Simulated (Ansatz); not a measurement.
# CH9AlN2Si: the cost of one run

Program: Ansatz 0.2.0, Gaussian basis. Level of theory: functionals in def2-TZVPP, the program's frozen cores in correlated methods. These are calculated values, not measurements.

The runs, in order: PBE-D4, r2SCAN-D4, PBE0-D4, B3LYP-D4, ωB97X-V, ωB97M-V, B2PLYP; CCSD(T)/def2-TZVPP; MP2/def2-QZVPP; extrapolation to the limit.

**1. The geometry**

The geometry comes from an earlier relaxation with PBE0-D4 in a triple-zeta def2 set; it is a stationary point, not always the lowest conformer.

14 atoms, charge 0, spin multiplicity 1.

Atoms are counted from 1 here; the program's logs count them from 0.

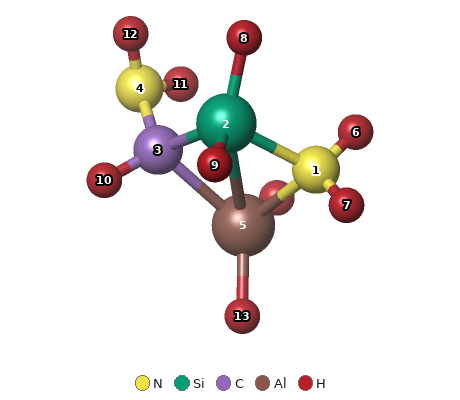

The structure; nitrogen yellow, silicon teal, carbon purple, aluminium brown, hydrogen red; atoms are numbered from 1 in the order of the file.

**2. PBE-D4 (GGA)**

File in.yaml:

```yaml
crystal:
  periodic: [false, false, false]
  atoms:
    - {symbol: N, position_ang: [-1.508626, 0.617613, 0.061030]}
    - {symbol: Si, position_ang: [0.106953, 1.035986, 0.809509]}
    - {symbol: C, position_ang: [1.148850, -0.126405, -0.176540]}
    - {symbol: N, position_ang: [1.557081, -1.383343, 0.459626]}
    - {symbol: Al, position_ang: [-0.455826, -0.410562, -1.404833]}
    - {symbol: H, position_ang: [-2.104347, 0.010775, 0.612791]}
    - {symbol: H, position_ang: [-2.071122, 1.402274, -0.245205]}
    - {symbol: H, position_ang: [-0.006324, 0.791667, 2.275494]}
    - {symbol: H, position_ang: [0.255400, 2.490336, 0.531266]}
    - {symbol: H, position_ang: [1.994512, 0.360654, -0.670686]}
    - {symbol: H, position_ang: [0.853018, -2.105523, 0.392932]}
    - {symbol: H, position_ang: [1.831219, -1.287866, 1.428344]}
    - {symbol: H, position_ang: [-0.611719, 0.488129, -2.713273]}
    - {symbol: H, position_ang: [-1.002069, -1.913133, -1.331655]}
basis:
  gaussian: {orbitals: def2-TZVPP}
hamiltonian: {xc: pbe, dispersion: d4}
output: {forces: true, orbitals: {seedname: orbitals}}
```

On the command line:

```bash
> ansatz run in.yaml --threads 4 --pin off --events-out ev --progress --plain --max-ram 10444MiB
```

Q: Estimate wall time and peak memory on 4 threads of Arm Neoverse V1, shared host.

About 4 s, with a peak of 0.47 GiB.
